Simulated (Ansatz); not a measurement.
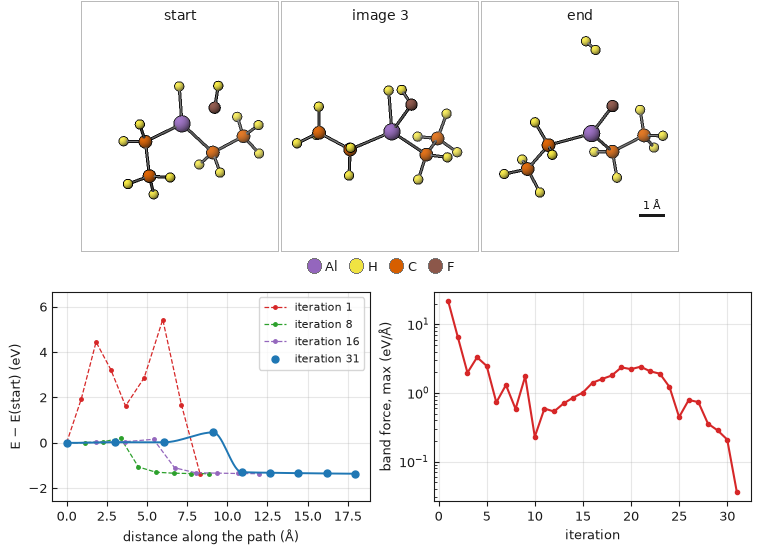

A nudged-elastic-band calculation for C₄H₁₂AlF. Images are numbered from 0 (start) to 8 (end). The plot follows the band through its iterations. A ball-and-stick model, seen from a free direction.

The calculation used RHF/def2-SVP (Ansatz). Settings: 7 movable images; climbing image; force threshold 0.05 eV/Å; iteration limit 60; starting path through a guess of the saddle point.

Question: Did the band converge, and can the barrier be trusted?

Answer: The run is converged, with reservations. The band converged in 31 iterations. The largest component of the band force went from 22 to 0.036 eV/Å. The climbing image converged on the top of the path. Its vibrational analysis gives 2 imaginary modes over 30i cm⁻¹, so it isn't confirmed as a transition state. The first iteration put the highest image at 5.44 eV. The energy climbs by 0.46 eV to image 3 and then falls by 1.83 eV, so the end point sits at −1.36 eV.

Limits of the set-up: Hartree-Fock leaves out electron correlation.

Cost: 4.4 min on 4 threads of Intel(R) Xeon(R) 6975P-C (Granite Rapids), on a shared host, peak memory 0.44 GiB.
